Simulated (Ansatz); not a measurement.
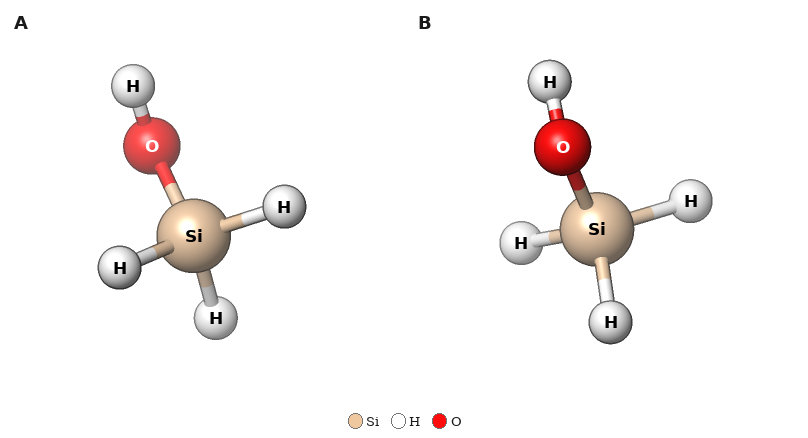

Depth is shown by fading: the farther an atom, the more it takes the colour of the background. The geometry was computed by an optimisation with PBE0-D4/def2-TZVP.

Question: Are A and B the same structure? If not, how do they differ?

Answer: Yes. They are the same structure, H4OSi, seen from two directions. With point group Cs it is achiral, so its mirror image would be the same too.
